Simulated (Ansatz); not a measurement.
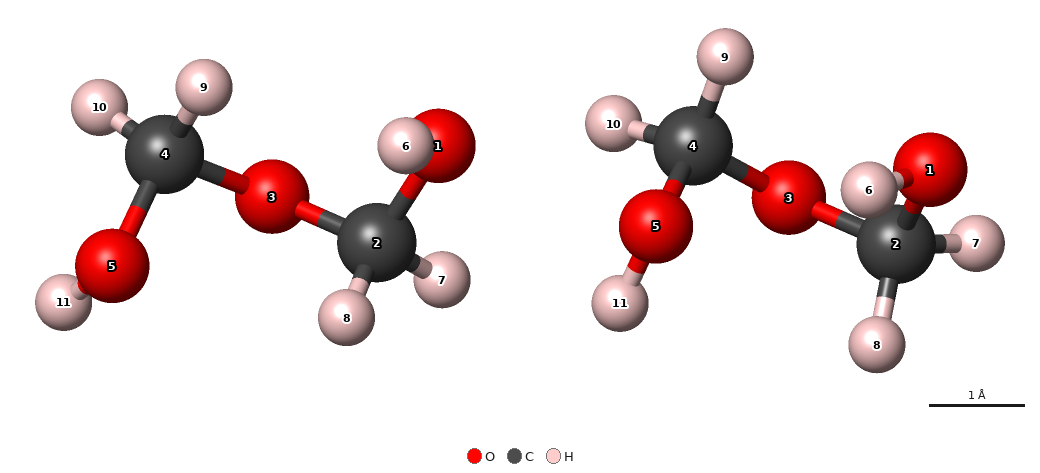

Two geometries of C₂H₆O₃ (coarse preliminary run), drawn at one scale. One is the start of a relaxation, the other its converged end. Style: ball-and-stick. Shown at a tilt.

Level of theory: RKS PBE-D4/def2-SVP in Ansatz 0.2.0. Set-up: force threshold 0.03 eV/Å; at most 200 steps.

Q: Which of the two is the end point?

A: The right one is the relaxed one. The start comes from a force field. Over 15 accepted moves (17 points after the start) the energy falls by 55.1 kJ/mol. The largest force component goes from 6.2 to 0.015 eV/Å. The line search rejected the trial steps at points 9, 10 of the run. The forces were under the threshold at step 11, but the run went on from there. H6 moves most after the best rigid fit: 0.76 Å. By element the largest moves are H 0.76 Å, O 0.58 Å, C 0.16 Å. Some distances before and after: C4–H10 1.024 → 1.114 Å, O1–H6 1.036 → 0.979 Å, C2–O3 1.389 → 1.434 Å, C2–H8 1.080 → 1.119 Å. Bond angles that change, for instance: O3–C4–H10 111.8° → 105.1°, O3–C4–O5 106.9° → 113.5°, C4–O5–H11 101.5° → 107.4°. Groups turn about C2–O3 by about 30°. Cost: 17 s on 4 threads of Arm Neoverse V1, with other jobs on the host.
